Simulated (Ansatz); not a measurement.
The figure comes from a scan of AlAs (zinc blende): the cell is scaled evenly about its relaxed volume V₀. The numbers are results of PBEsol (plane waves to 420 eV, PAW, scalar-relativistic; Ansatz, a program for electronic structure), not measurements. k mesh 10×10×10 (Γ-centred), Fermi-Dirac smearing 0.05 eV. Stress and pressure are positive under compression. AlAs was relaxed with its symmetry unable to fall. 

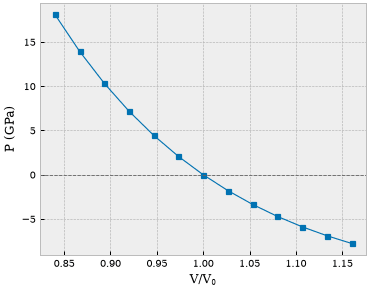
Figure. P (GPa) against V/V₀; markers are the computed points, lines only join them.

Problem. List the plotted points as numbers.

Solution. To the nearest 0.5:

```tsv
V/V₀	P (GPa)
0.840	18.0
0.867	14.0
0.893	10.5
0.920	7.0
0.947	4.5
0.973	2.0
1.000	0.0
1.027	-2.0
1.053	-3.5
1.080	-4.5
1.107	-6.0
1.133	-7.0
1.160	-8.0
```

(A scan under strain: stresses follow from slopes of the energy per volume, elastic moduli from its curvatures.)
